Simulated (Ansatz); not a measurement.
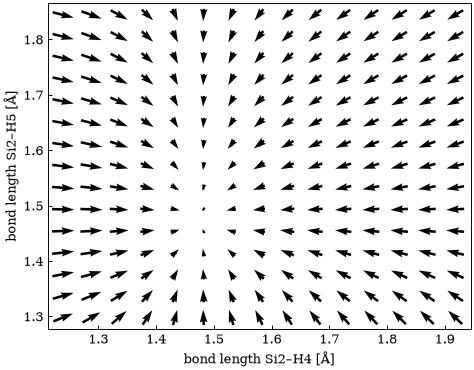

CH₃Si, SMILES [CH+]=[SiH2], charge +1. 
- First axis: bond length Si2–H4. Second axis: bond length Si2–H5.
- Nothing is relaxed (all other coordinates rigid).
- The scan uses a 15 × 15 grid.
- Points are written as (first, second).
- Computed with Ansatz, RKS r2SCAN-D4/def2-TZVP.

In the figure: dots at the grid points, arrows along the force (downhill), their lengths compressed.

The arrows alone are given. Where is the energy lowest?

The arrows converge at about (1.475 Å, 1.475 Å) (read from the interpolated surface).

The energy map of the same scan:

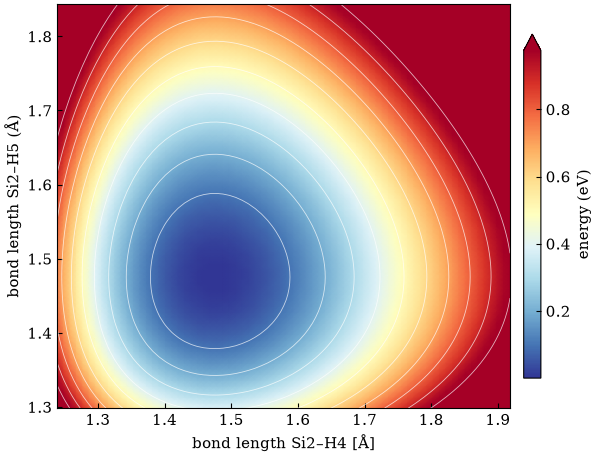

Energies are in eV, from the relaxed molecule at the same level; between grid points the surface is interpolated.
